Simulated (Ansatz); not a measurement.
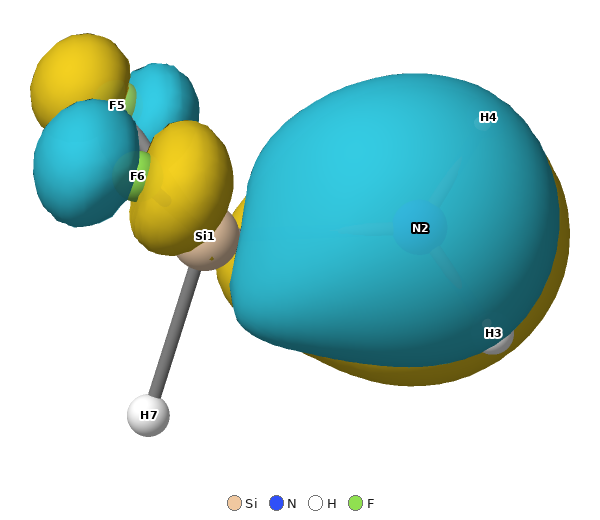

Figure. F2H3NSi. The HOMO at ±0.1 Å⁻³ᐟ² (yellow and cyan are the two phases), seen across its widest extent.

These are results of RKS LDA/6-31G* in Ansatz 0.2.0, not measurements.

```xyz
7

Si   -0.0005   -0.0093    0.0684
N     0.0676   -0.0787    1.7566
H    -0.6967   -0.5030    2.2833
H     0.6383    0.5501    2.3229
F     1.4835   -0.0633   -0.5173
F    -0.5959    1.3540   -0.5228
H    -0.8334   -1.1439   -0.4164
```

Where does this orbital lie, and at what energy?

By Hirshfeld shares it lies mainly on N2 (about 70 %); largely a lone pair of N2. Its energy is −6.54 eV.
